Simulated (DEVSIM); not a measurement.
Structure: illuminated GaSb p-on-n cell, one wavelength, at 400 K.

```tsv
layer (left to right)	material	thickness (μm)	Nd (cm⁻³)	Na (cm⁻³)	τn (s)	τp (s)	absorption coefficient (cm⁻¹)
1	GaSb	0.0730	-	5.7e17	2e-9	2.4e-10	7100
2	GaSb	0.570	6.2e15	-	2e-9	6e-9	7100
```

Left contact: ohmic, minority electron recombination velocity 200 cm/s. Right contact: ohmic, minority hole recombination velocity 50 cm/s. Voltage is applied to the left contact. Recombination: SRH at mid-gap, radiative, Auger. Light enters at the left, 3.5e16 photons cm⁻² s⁻¹, one pass, no reflection. Mobility is μmin + (μ − μmin)/(1 + (N/Nref)^α).

Constants are typed, rounded textbook-type inputs, not results; the design itself was drawn at random and stands for no fabricated device. Values at 300 K; Nc and Nv go as T^1.5, mobilities as T to minus their exponent, the gap by Varshni's rule with the affinity fixed.

```tsv
parameter	GaSb
gap (eV)	0.726
affinity (eV)	4.06
permittivity	15.7
Nc (cm⁻³)	2.1e17
Nv (cm⁻³)	1.8e19
μn (cm²/Vs)	5000
μp (cm²/Vs)	850
μn,min	1000
μp,min	190
Nref,n	2.8e17
Nref,p	9e17
αn	1.05
αp	0.65
T exponent of μn	2
T exponent of μp	1.7
B (cm³/s)	1e-10
Cn (cm⁶/s)	5e-30
Cp (cm⁶/s)	5e-30
Varshni α (eV/K)	0.00042
Varshni β (K)	140
```

DEVSIM, 1D drift-diffusion, Boltzmann statistics, complete ionisation; no tunnelling, impact ionisation, image-force lowering or self-heating.

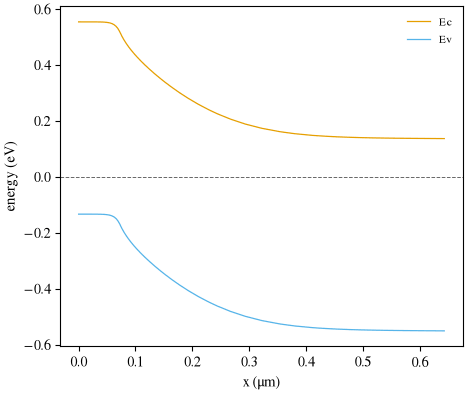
Figure: Band edges at zero bias, in the dark

Energies count from the Fermi level of the right contact; mesh points crowd at the junctions.

| x (μm) | Ec (eV) | Ev (eV) | n (cm⁻³) | p (cm⁻³) | field (V/cm) |
|---|---|---|---|---|---|
| 0.000 | 0.554 | -0.134 | 3.4e10 | 5.7e17 | ≈ 0 |
| 0.009487 | 0.554 | -0.134 | 3.4e10 | 5.7e17 | -11 |
| 0.01891 | 0.554 | -0.134 | 3.4e10 | 5.7e17 | -37 |
| 0.03075 | 0.553 | -0.134 | 3.4e10 | 5.7e17 | -190 |
| 0.04498 | 0.553 | -0.135 | 3.5e10 | 5.5e17 | -1300 |
| 0.05530 | 0.550 | -0.138 | 3.8e10 | 5.1e17 | -5300 |
| 0.06570 | 0.538 | -0.149 | 5.4e10 | 3.6e17 | -20000 |
| 0.07612 | 0.502 | -0.185 | 1.5e11 | 1.3e17 | -39000 |
| 0.08786 | 0.465 | -0.223 | 4.5e11 | 4.3e16 | -28000 |
| 0.1022 | 0.429 | -0.258 | 1.3e12 | 1.6e16 | -22000 |
| 0.1243 | 0.385 | -0.303 | 4.6e12 | 4.3e15 | -18000 |
| 0.1637 | 0.320 | -0.367 | 3.0e13 | 6.5e14 | -15000 |
| 0.2104 | 0.259 | -0.428 | 1.8e14 | 1.1e14 | -11000 |
| 0.2673 | 0.206 | -0.482 | 8.3e14 | 2.4e13 | -7500 |
| 0.3804 | 0.154 | -0.534 | 3.7e15 | 5.2e12 | -2300 |
| 0.4549 | 0.143 | -0.545 | 5.2e15 | 3.8e12 | -890 |
| 0.5161 | 0.139 | -0.549 | 5.8e15 | 3.4e12 | -390 |
| 0.5556 | 0.138 | -0.550 | 6.0e15 | 3.3e12 | -230 |
| 0.5967 | 0.137 | -0.551 | 6.1e15 | 3.2e12 | -150 |
| 0.6154 | 0.137 | -0.551 | 6.1e15 | 3.2e12 | -130 |
| 0.6308 | 0.136 | -0.551 | 6.2e15 | 3.2e12 | -130 |
| 0.6430 | 0.136 | -0.551 | 6.2e15 | 3.1e12 | -120 |
